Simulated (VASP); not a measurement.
Band structure of CaF$_{2}$ (space group Fm-3m). All values below come from PBE GGA, VASP's PBE PAW potentials (set 64) (plane waves; VASP 6.6.1).

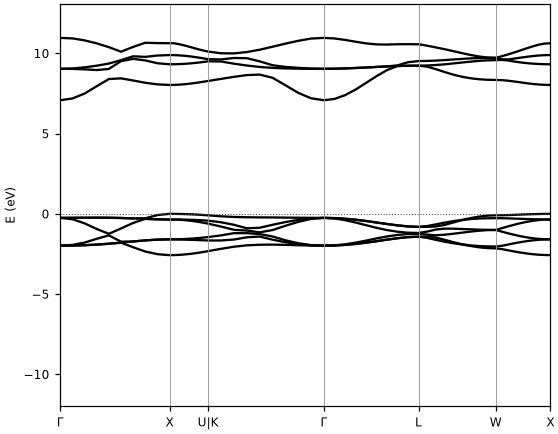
Figure. Bands along high-symmetry lines, zero at the valence-band maximum or, without a gap, the Fermi level

### Question
Read the plot: is there a gap, and where are the band edges?

### Answer
The gap is indirect, 7.08 eV, from the valence maximum at X to the conduction minimum at Γ.

The structure comes from a computed database's CaF2 entry; how it stands against other phases isn't given here. The cell was not relaxed at this level.
